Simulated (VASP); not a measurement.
Band structure of Rb$_{3}$Sb$_{2}$Au$_{3}$ (space group R-3m). Computed with LDA (Ceperley-Alder, Perdew-Zunger), VASP's LDA PAW potentials (set 64) (plane waves; VASP).

Unless said otherwise, spin-orbit coupling is left out, though it shifts the bands of the heavy elements here.

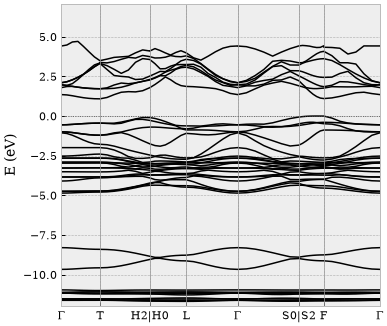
Figure: Bands along high-symmetry lines, zero at the valence-band maximum or, without a gap, the Fermi level

**Question.** Read the plot: is there a gap, and where are the band edges?

**Answer.** The gap is indirect, 1.09 eV, from the valence maximum at S2-F at 0.71 to the conduction minimum at T.

The structure comes from a computed database's Rb3Sb2Au3 entry (R-3m); how it stands against other phases isn't given here. The cell was not relaxed at this level.
